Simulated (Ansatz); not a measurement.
All values below come from PBE (plane waves to 420 eV, PAW; Ansatz, a quantum-chemistry and plane-wave program).

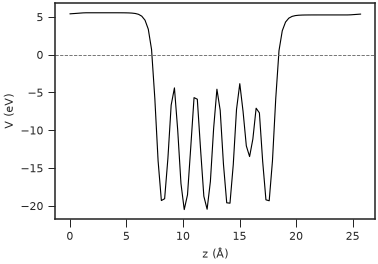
Planar average of the electrostatic potential across the slab, in eV from the Fermi level, for a constructed model of the (100) surface of fcc Ir, a layer of Fe in place of the second plane (bottom of the slab: a bare face, its two planes held)

Slab: 6 atoms, 9.6 Å thick at the start (thin: gaps and levels are the slab's own); k 14x14x1, smearing 0.1 eV, dipole-corrected; 2 atoms held, the rest relaxed; symmetry of the start imposed; spin-polarised, ending with about 2.4 μB a cell; orders that need a larger cell were not tried, no spin-orbit, no U. It is one candidate, not shown to be the stable structure of the face.

The vacuum level lies 5.25 eV above the Fermi level over the top face and 5.54 eV above it under the bottom face.
